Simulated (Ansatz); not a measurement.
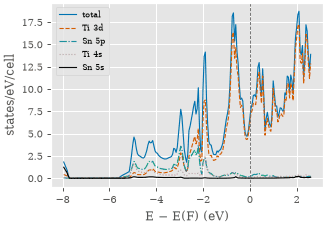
*Total and projected density of states of Ti₃Sn in space group Cmcm (No. 63; Ti on 4c, Ti on 8g, Sn on 4c), r²SCAN in the plane-wave PAW code Ansatz*

Which orbitals carry the states next to the Fermi level?

Within 0.5 eV of the Fermi level: Ti 3d 91 %. Projections are on Löwdin-orthogonalised atomic valence shells; empty p or d shells of many metals are not among them.

Where is the tallest occupied peak in this window, and what makes it?

Near -0.7 eV, about 19 states/eV per cell; the largest projected share is Ti 3d.

The workflow started from a Materials Project entry (that database holds measured and hypothetical structures alike); the Crystallography Open Database copy checked does not list it. With Ti and Sn taken as one species the cell has the higher symmetry Cmcm, so it may be an ordered model of a mixed-site phase. Its standing as an ambient phase is unchecked. The cell was relaxed with r²SCAN under the symmetry of its start; its stability against distortions is not shown here. No spin polarisation was allowed. Scalar-relativistic: spin–orbit coupling is off unless named, which matters more the heavier the elements.

Potentials: the later of the program's two PAW sets.
